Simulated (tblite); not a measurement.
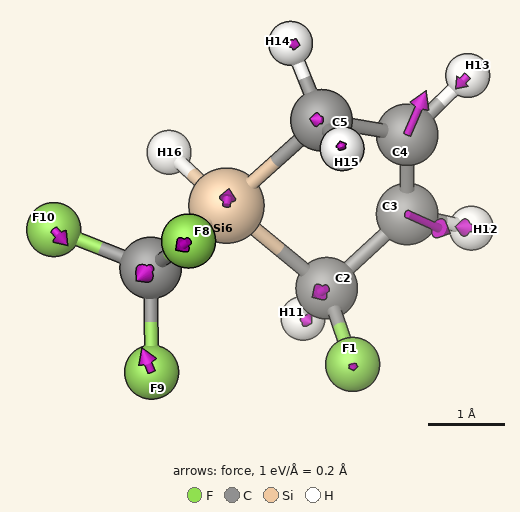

Starting geometry of C5H6F4Si with the computed forces as purple arrows. Style: ball-and-stick. Shown at a tilt.

All numbers below come from tblite 0.8.0, GFN2-xTB geometry optimisation, gas phase. 

> Is this structure relaxed? If not, where do the atoms go?

It isn't relaxed: the largest force vector, on a C atom, is 4.40 eV/Å. The final displacements have little in common with the starting forces (cosine between the two patterns 0.14). An H atom moves most after the best rigid fit: 1.00 Å. Largest moves by element: H 1.00 Å, F 0.97 Å, C 0.46 Å, Si 0.14 Å. Among the contacts that change: C–Si 1.849 → 1.951 Å, C–H 1.143 → 1.078 Å, C–Si 1.868 → 1.929 Å, C–C 1.456 → 1.503 Å. Among the angles between lasting bonds that change: C–Si–H 115.6° → 105.9°, C–Si–H 111.7° → 120.1°, F–C–H 111.7° → 104.9°. Groups turn about C–Si by about 40°, C–Si by about 40°, C–Si by about 40°. Over 100 geometry steps the energy falls by 18.1 kcal/mol.
